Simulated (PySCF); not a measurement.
## A study: F₄Si, SMILES `F[Si](F)(F)F`

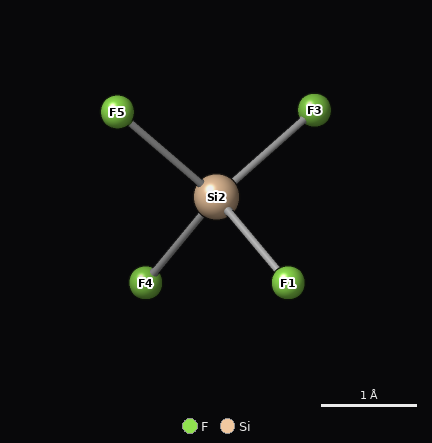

The molecule, with its atoms numbered as below. No frequency check shows the geometry to be a minimum.

Geometry (Å), atoms numbered from 1:

```
F1       0.9049   -0.9373    0.8687
Si2      0.0000   -0.0002    0.0001
F3       0.9049    0.9374   -0.8688
F4      -0.9049   -0.8694   -0.9365
F5      -0.9049    0.8696    0.9365
```

Part 1: Bonding charge

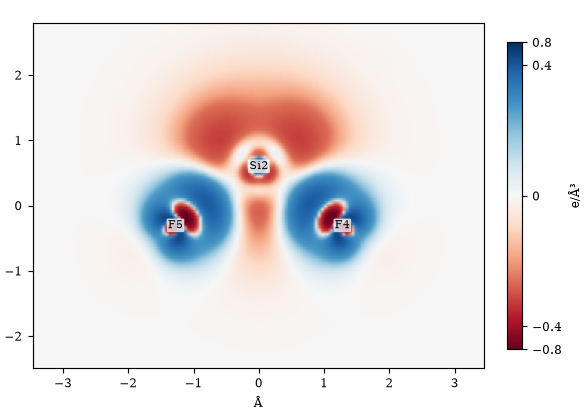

Deformation density (molecule less spherical, spin-averaged free atoms) in the plane of Si2, F4 and F5; colour scale in e/Å³, logarithmic beyond ±0.1; blue: gain, red: loss.

PySCF calculation, PBE/def2-TZVP, gas phase; geometry: GFN2-xTB.

Q: How much density has each bond in this plane gained at its critical point, relative to the free atoms?

A: Si2–F4 and Si2–F5: +0.12 e/Å³ at the bond critical point (bond length 1.57 Å, Mayer order 1.2); up to 0.6 Å beside the axis the gain reaches +0.35 e/Å³. In all, 1.1 electrons gather in the regions of gain relative to the promolecule. A small or negative value marks a very polar bond, one between electron-rich atoms, whose free-atom densities already overlap strongly, a long bond to a heavier atom, or a closed-shell contact such as a hydrogen bond.

Q: Where do the Hirshfeld charges lie?

A: The highest Hirshfeld charge is on Si2 (+0.62 e), the lowest on F1, F3, F4 and F5 (−0.15 e).

| atom | charge (e) |
| --- | --- |
| F1 | −0.15 |
| Si2 | +0.62 |
| F3 | −0.15 |
| F4 | −0.15 |
| F5 | −0.15 |

Part 2: Bond critical points

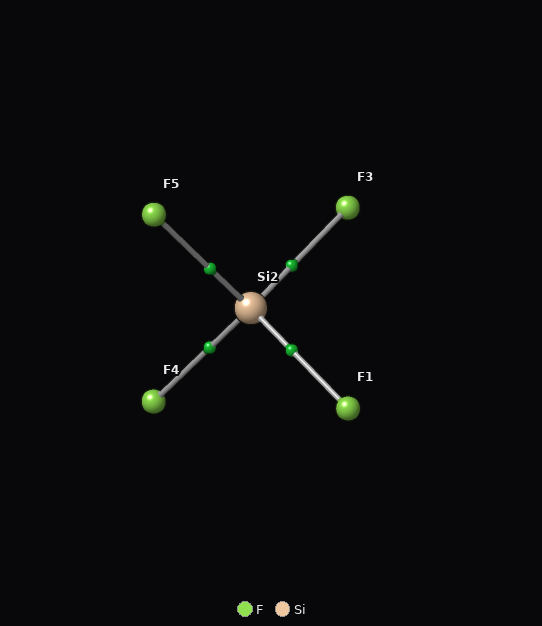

Molecular graph of the electron density (QTAIM): bond paths, bond critical points (green), ring points (magenta, if any); weak paths are dashed.

Q: How many critical points of each kind are there, and does the count close?

A: 5 nuclei, 4 bond, 0 ring and 0 cage critical points: 5 − 4 + 0 − 0 = 1, as the Poincaré–Hopf relation requires.

Q: Give the properties at the bond critical points.

A:
```
            bond  length (Å)  ρ (a.u.)  ∇²ρ (a.u.)     ε  H (a.u.)
F1–Si2 (4 alike)       1.566     0.154       +1.11  0.00    −0.050
```

Q: What kind of interaction is F1–Si2?

A: Polar or intermediate (positive Laplacian, negative energy density H): ρ = 0.154, ∇²ρ = +1.11, H = −0.050 a.u.

Part 3: Electrostatic potential

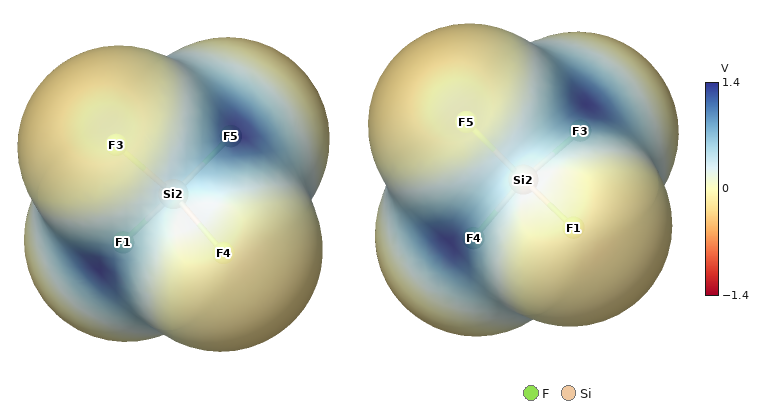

Electrostatic potential on the surface of electron density 0.001 a.u. (back view left, front view right).

Q: Where are the extremes of the potential on the surface?

A: Highest: 1.39 V, off the Si2–F5 bond (2.0 to 2.1 Å from its atoms), and at like points elsewhere. Lowest: −0.27 V, 1.6 Å from F3, and at like points elsewhere. The surface is sampled at points, so like sites can differ by a few per cent and only the strongest of them is named.

Q: What volume does the surface enclose, and what is the dipole moment?

A: About 74 Å³; the dipole moment is 0.0 D.

Part 4: In an electric field

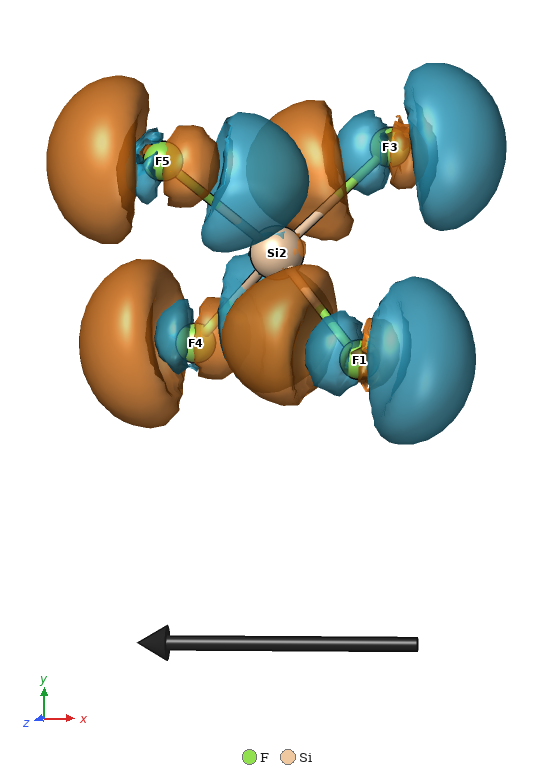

Change of the electron density in a uniform field of 0.21 V/Å along −x (arrow), surfaces at ±0.0015 e/Å³ (light blue: gain, orange: loss).

Level of theory: PBE/def2-TZVP (PySCF), at a geometry from GFN2-xTB. A basis without diffuse functions makes polarisabilities too small.

The field was applied in both directions; the picture shows the one opposite to the script's first.

Q: What dipole is induced, and what polarisability does it imply?

A: The induced dipole is 0.22 D (along the field); α along this axis, from the fields in both directions, is 21 bohr³ (3.2 Å³).

The PySCF runs shown took 18 s and 37 s on 1 thread of Intel(R) Xeon(R) Platinum 8259CL CPU @ 2.50GHz (Skylake/Cascade Lake) (shared host).
